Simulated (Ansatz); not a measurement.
## Electronic structure of CoSi$_{2}$ (charge −1) in real space

Input

```
crystal:
  periodic: [false, false, false]
  atoms:
    - {symbol: Co, position_ang: [0.907622, -0.167020, 0.733444]}
    - {symbol: Si, position_ang: [-0.401249, -1.060489, -0.692273]}
    - {symbol: Si, position_ang: [-0.506364, 1.227509, -0.041171]}
basis:
  gaussian: {orbitals: def2-TZVPD, initial_orbitals: start.molden}
total_charge: -1
hamiltonian: {xc: pbe0, dispersion: d4}
scf: {omitted_lower_state_checks: [starts]}
output: {orbitals: {seedname: orbitals}}
```

Run with:

```sh
ansatz run in.yaml --threads 4 --pin off --events-out ev --progress --plain --max-ram 3916MiB
```

Geometry: PBE-D4/def2-TZVPD; the highest occupied orbital lies above zero, a sign that basis and functional describe the outermost electron poorly.

All numbers below come from Ansatz, RKS PBE0-D4/def2-TZVPD.

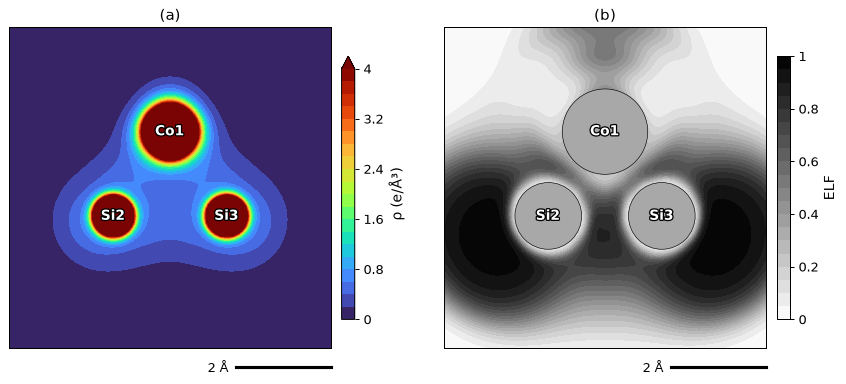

Figure 1. (a) electron density; (b) electron localisation function on the molecular plane. Grey discs cover the atomic cores in the ELF map.

> Describe what can be read from this map.

- Atoms in the plane: Co and Si.
- Co–Si (2.13 Å): the density is about 0.64 e/Å³ at the midpoint; the ELF reaches about 0.55 near the midpoint.
- Si–Si (2.38 Å): ρ at the midpoint is about 0.54 e/Å³; the ELF peaks at about 0.80 between the atoms: localised, covalent bonding.

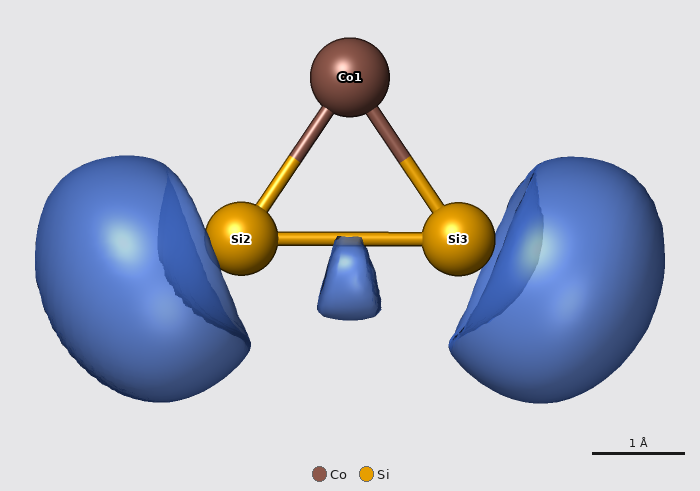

Figure 2. Isosurface of the ELF at 0.8 (blue), seen across its widest extent. Core shells and regions of very low density are left out.

> What do the ELF domains correspond to?

At this value the surface marks out one region between bonded Si–Si atoms (shared pairs) and two lobes on Si, pointing away from the bonds (lone pairs).

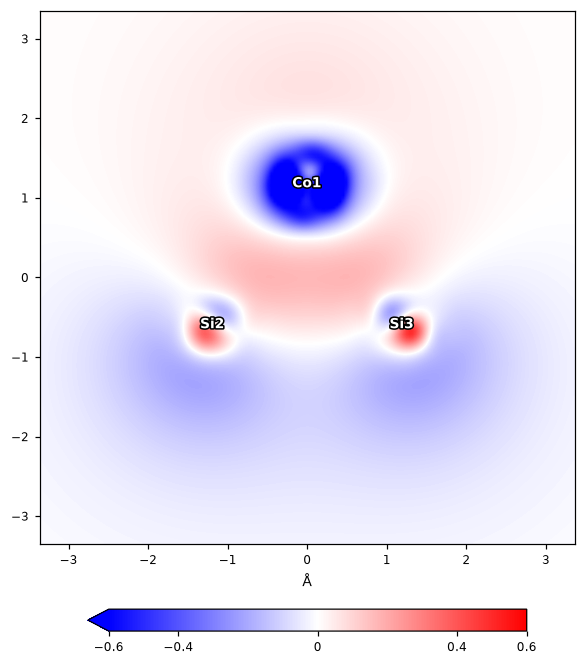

Figure 3. The HOMO−1 on the molecular plane (values in Å⁻³ᐟ²; the overall sign is arbitrary).

> What is the character of this orbital?

It lies mainly on Co1 (about 50 %), Si2 (about 25 %) and Si3 (about 25 %). Its energy is −1.13 eV.
